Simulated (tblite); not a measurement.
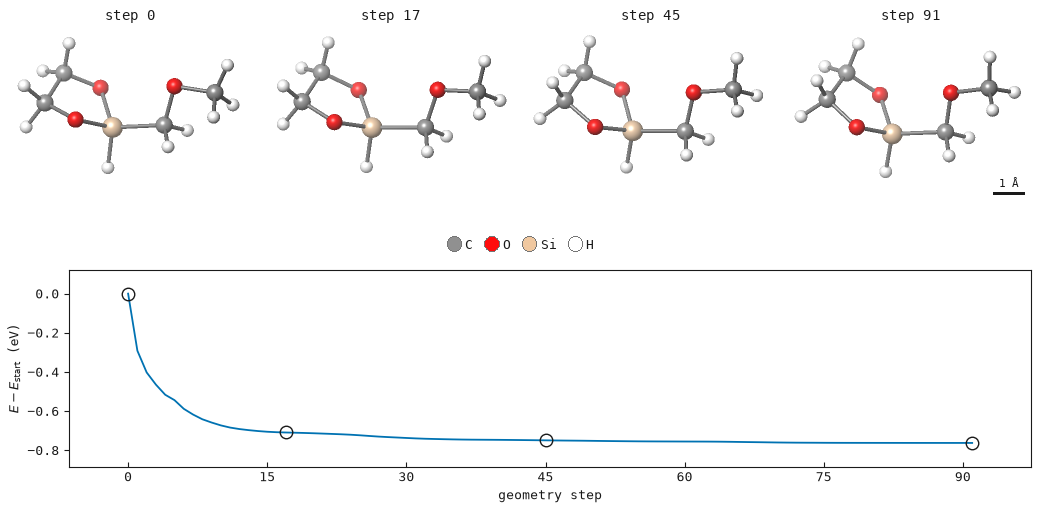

Frames of a relaxation of C4H10O3Si, marked on the history of the run. Style: ball-and-stick. Shown at a tilt.

Method: tblite 0.8.0, GFN2-xTB geometry optimisation, gas phase. 

**What happens along the run?**

The largest move after the best rigid fit is that of an H atom, 0.63 Å. By element the largest moves are H 0.63 Å, O 0.33 Å, C 0.26 Å, Si 0.25 Å. Near-neighbour distances that change, for instance: O–Si 1.727 → 1.637 Å, O–Si 1.695 → 1.637 Å, C–C 1.488 → 1.542 Å, C–Si 1.844 → 1.896 Å. Among the angles between lasting bonds that change: Si–O–C 98.6° → 110.8°, C–O–C 102.6° → 113.3°, Si–O–C 104.8° → 111.7°. Over 91 geometry steps the energy falls by 0.763 eV. The run took 0.52 s on 1 thread of Arm Neoverse V2 (shared host). From step 0 to 17: an H atom moves most (0.30 Å), energy −0.709 eV. From step 17 to 45: an H atom moves most (0.37 Å), energy −0.040 eV. From step 45 to 91: an H atom moves most (0.30 Å), energy −0.013 eV.

```csv
step,"E − E(0), eV"
0,0.0000
1,-0.2915
2,-0.4024
3,-0.4648
4,-0.5164
5,-0.5439
6,-0.5881
7,-0.6174
8,-0.6415
9,-0.6582
10,-0.6729
14,-0.7018
19,-0.7115
23,-0.7183
27,-0.7300
31,-0.7393
36,-0.7452
40,-0.7467
44,-0.7486
48,-0.7507
53,-0.7534
57,-0.7548
61,-0.7554
65,-0.7568
70,-0.7601
74,-0.7615
78,-0.7621
82,-0.7622
87,-0.7624
91,-0.7625
```
